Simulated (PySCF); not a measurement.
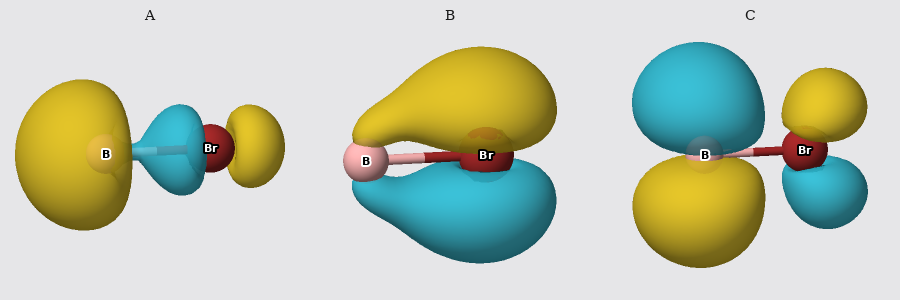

BBr. Three frontier orbitals, each drawn at the value that holds 80 % of its norm (yellow and cyan are the two phases), in no order; of a degenerate pair one member is drawn.

Method: PBE0/cc-pVTZ(-PP), non-relativistic Hamiltonian with scalar-relativistic core potentials where named, at a bond length of 1.898 Å (PySCF).

Q: Name the orbitals and rank them from lowest to highest energy.

A: Orbital B: π, occupied, −9.88 eV; mainly on Br (90 %).
Orbital A: σ, occupied, −7.40 eV; mainly on B (80 %).
Orbital C: π, empty, −2.08 eV; mainly on B (75 %).
